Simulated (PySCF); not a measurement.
# C3H3N (E-propargylimine): the cost of one run

Programs: PySCF 2.14.0, with density-fitted response routines of our own. Each step states its level of theory. These are calculated values for one molecule in the gas phase, unless marked as measured. Atoms count from 0, in the outputs and in this text.

**1. The starting structure**

7 atoms, charge 0, multiplicity 1; geometry from: GFN2-xTB. The atoms were then displaced at random by about 0.01 Å, so the start is not that level's minimum.

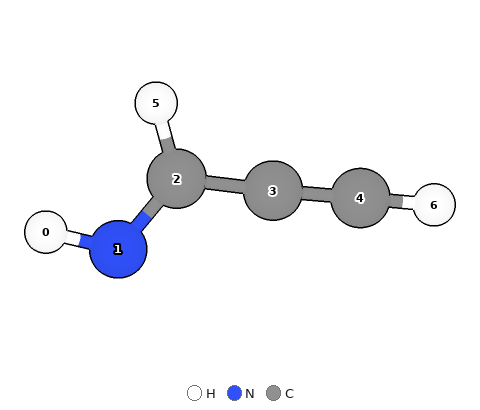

The starting geometry (hydrogen white, nitrogen blue, carbon grey), atoms numbered.

**2. Relaxing the molecule at PBE0-D3(BJ)/def2-SVP**

The job: settings as JSON, then the geometry in Å.

```
{"job": {"xc": "PBE0", "basis": "def2-SVP", "d3": "d3bj", "grid": 1, "shake": 0.01, "kind": "geom"}, "charge": 0, "multiplicity": 1}
H      2.419900     0.123070    -0.606810
N      1.394090     0.312670    -0.696850
C      0.675750    -0.152610     0.230260
C     -0.677430     0.018200     0.238760
C     -1.907800     0.129620     0.270630
H      1.068470    -0.705240     1.107870
H     -2.939030     0.245190     0.305810
```

Started as:

```bash
> OMP_NUM_THREADS=1 python probes_run.py task.json out
```

This one command runs all jobs of the session in turn.

Q: Estimate the wall time and peak memory of this first job on 1 thread of Arm Neoverse V2, shared host.

About 8.1 s, with a peak of 0.31 GiB.
